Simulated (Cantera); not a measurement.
A closed system holds: 1 mol n-butane, 0.27 mol NH3, 3.1 mol H2, held at 25.0 mbar.

These are equilibrium values from Cantera (NASA tables, ideal gas, pure condensed phases), not measurements of a reactor. Candidate condensed phases: C, C6H6, C7H8, C8H18; 92 gas species. Equilibrium is a limit: real reactors are often held back by kinetics, nucleation or transport.

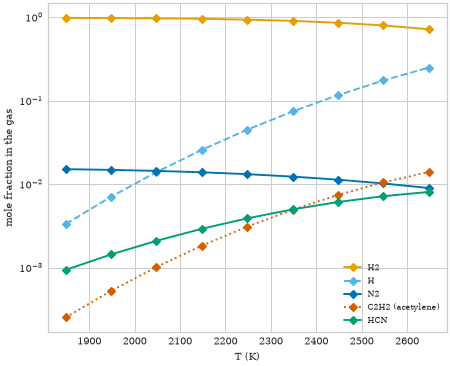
Fig. 1. Equilibrium gas composition (values under 1e-9 drawn at 1e-9)

**Question.** Read off the mole fractions at 2548 K.

**Answer.** H2 about 0.80, H about 0.17, C2H2 (acetylene) about 0.011, N2 about 0.010, HCN about 0.0072.
